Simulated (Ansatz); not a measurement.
# C2H4F2 (1,1-difluoroethane): r2SCAN0/6-311+G(d,p)

What is the energy change on altering one bond length of C2H4F2 (1,1-difluoroethane) at r2SCAN0/6-311+G**? 

The results are computed with Ansatz 0.2.0.

55 further runs of the same task are left out: 55 set aside as unsound or not needed.

## Step 1: The structure to begin with

The species is C2H4F2 (8 atoms), meant as a singlet with charge 0. As SMILES, `CC(F)F`. The shape is that of a PBE0-D4/def2-TZVP optimisation.

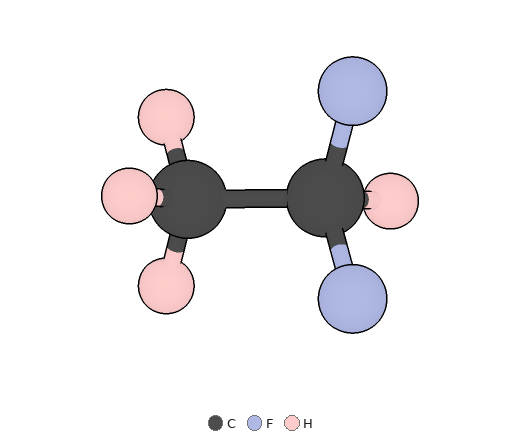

The structure, seen from a chosen angle (carbon dark grey, fluorine light blue, hydrogen pink).

## Step 2: The energy at r2SCAN0/6-311+G(d,p)

run.yaml

```yaml
crystal:
  periodic: [false, false, false]
  atoms:
    - {symbol: C, position_ang: [0.003300, 0.777600, 0.023300]}
    - {symbol: C, position_ang: [-0.052000, -0.718200, -0.008200]}
    - {symbol: F, position_ang: [0.925500, -1.243400, 0.779100]}
    - {symbol: F, position_ang: [0.168200, -1.172100, -1.271900]}
    - {symbol: H, position_ang: [0.981400, 1.111900, -0.325400]}
    - {symbol: H, position_ang: [-0.157200, 1.132800, 1.041800]}
    - {symbol: H, position_ang: [-0.771000, 1.190600, -0.624000]}
    - {symbol: H, position_ang: [-1.006100, -1.136400, 0.329500]}
basis:
  gaussian: {orbitals: 6-311+G_st__st_.json}
hamiltonian: {xc: {name: r2SCAN0}}
accuracy: high
output: {orbitals: {seedname: orbitals}}
```

The basis set 6-311+G** is read from a file made from the Basis Set Exchange's data (not shown).

On the command line:

```bash
$ ansatz run run.yaml --threads 1 --pin off --max-ram 3480MiB --events-out events.jsonl --progress --plain --runs-dir runs
```

What it wrote:

```text
Warning: RAYON_NUM_THREADS=1 ignored (pool sized by the plan → 1); use --threads N
Functional definition: r2SCAN0
  name "r2SCAN0"
  parameter a = 0.25
  parameter k0 = 0.174
  parameter k1 = 0.065
  parameter a1 = 4.9479
  exchange = (1 - a)*r2scan_x(k0 = k0, k1 = k1, a1 = a1) + a*exact_x
  correlation = r2scan_c
2216 factors; integrals over basis functions are off by at most 3.7e-9 eV
mean field evaluation 1: about -7566.7117 eV, gradient 4.7e1 eV
mean field evaluation 2: about -7567.2444 eV, gradient 4.3e1 eV
mean field evaluation 4: about -7570.9041 eV, gradient 1.9e0 eV
mean field evaluation 8: about -7571.0726 eV, gradient 1.5e-1 eV
mean field evaluation 16: about -7571.0727 eV, gradient 1.5e-5 eV
mean field -7571.07268386 eV, -278.2317892746 hartree, gradient 8.8e-8 eV, S^2 0.000000; 0 other end points of the search recorded, 0 dependent functions left out
reference -7571.07268521 eV, -278.2317893242 hartree; 17, 17 occupied and 95, 95 virtual orbitals, 2216 factors
Total energy: -7571.07268521 eV, -278.2317893242 hartree
```

Wall time 16 s (1 thread of Arm Neoverse V1, shared host); peak memory 0.42 GiB.

## Step 3: The distorted shape

input.yaml

```yaml
crystal:
  periodic: [false, false, false]
  atoms:
    - {symbol: C, position_ang: [0.480309, 0.986682, -0.145536]}
    - {symbol: C, position_ang: [0.425009, -0.509118, -0.177036]}
    - {symbol: F, position_ang: [1.402509, -1.034318, 0.610264]}
    - {symbol: F, position_ang: [0.645209, -0.963018, -1.440736]}
    - {symbol: H, position_ang: [1.458409, 1.320982, -0.494236]}
    - {symbol: H, position_ang: [0.319809, 1.341882, 0.872964]}
    - {symbol: H, position_ang: [-0.293991, 1.399682, -0.792836]}
    - {symbol: H, position_ang: [-1.006100, -1.136400, 0.329500]}
basis:
  gaussian: {orbitals: 6-311+G_st__st_.json}
accuracy: high
hamiltonian: {xc: {name: r2SCAN0}}
output: {orbitals: {seedname: orbitals}}
```

The basis set 6-311+G** is read from a file made from the Basis Set Exchange's data (not shown).

On the command line:

```bash
$ ansatz run input.yaml --threads 1 --pin off --max-ram 3480MiB --events-out events.jsonl --progress --plain --runs-dir runs
```

What it wrote, shortened:

```text
Warning: RAYON_NUM_THREADS=1 ignored (pool sized by the plan → 1); use --threads N
[... 8 set-up lines as earlier in the session ...]
2228 factors; integrals over basis functions are off by at most 3.8e-9 eV
mean field evaluation 1: about -7564.2352 eV, gradient 4.8e1 eV
mean field evaluation 2: about -7563.9183 eV, gradient 4.9e1 eV
mean field evaluation 4: about -7568.8133 eV, gradient 1.9e0 eV
mean field evaluation 8: about -7568.9783 eV, gradient 3.8e-1 eV
mean field evaluation 16: about -7568.9785 eV, gradient 4.0e-5 eV
mean field -7568.97854374 eV, -278.1548310446 hartree, gradient 6.9e-8 eV, S^2 0.000000; 0 other end points of the search recorded, 0 dependent functions left out
reference -7568.97854505 eV, -278.1548310926 hartree; 17, 17 occupied and 95, 95 virtual orbitals, 2228 factors
Total energy: -7568.97854505 eV, -278.1548310926 hartree
```

It took 17 s on 1 thread of Arm Neoverse V1, shared host; peak memory 0.41 GiB.

## Step 4: Outcome

Level: r2SCAN0/6-311+G**.

| quantity | value |
| --- | --- |
| first shape: total energy | -278.23179 Eh |
| first shape: HOMO energy | -10.03 eV |
| first shape: LUMO energy | 0.96 eV |
| first shape: HOMO–LUMO gap | 10.99 eV |
| distorted shape: total energy | -278.15483 Eh |
| distorted shape: HOMO energy | -8.96 eV |
| distorted shape: LUMO energy | -0.64 eV |
| distorted shape: HOMO–LUMO gap | 8.33 eV |
| energy change with the C2–H8 bond stretched from 1.095 to 1.643 Å | 2.094 eV |

**Reading.** With the C2–H8 bond stretched from 1.095 to 1.643 Å the energy rises by 2.09 eV (202 kJ/mol). The first shape isn't relaxed at this level, so the change isn't measured from a minimum.
